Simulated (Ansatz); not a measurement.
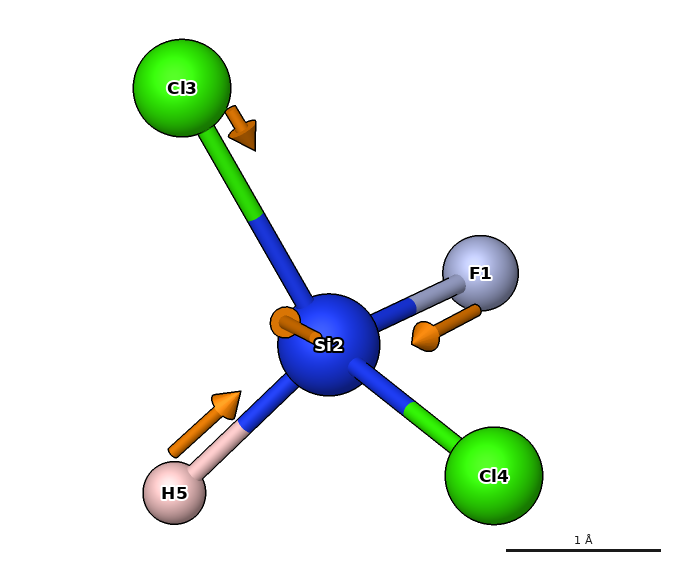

Arrows show the forces on the atoms, 0.6 Å of arrow for 1 eV/Å; forces under a tenth of the largest aren't drawn. Level of theory: ωB97M-V/def2-TZVPP (Ansatz 0.2.0).

**On which atom is the force largest, and how large is it?**

On Si2: 1.54 eV/Å.

**Along which bond is the force strongest?**

F1–Si2, now 1.625 Å: the forces pull its atoms together, so a first step downhill shortens it.

List the force components in the frame of the picture (x right, y up, z towards the viewer), in eV/Å.

| atom | Fx | Fy | Fz |
| --- | --- | --- | --- |
| F1 | −0.71 | −0.37 | 1.03 |
| Si2 | −0.42 | 0.22 | −1.47 |
| Cl3 | 0.28 | −0.47 | −0.17 |
| Cl4 | 0.10 | −0.06 | 0.08 |
| H5 | 0.75 | 0.68 | 0.53 |
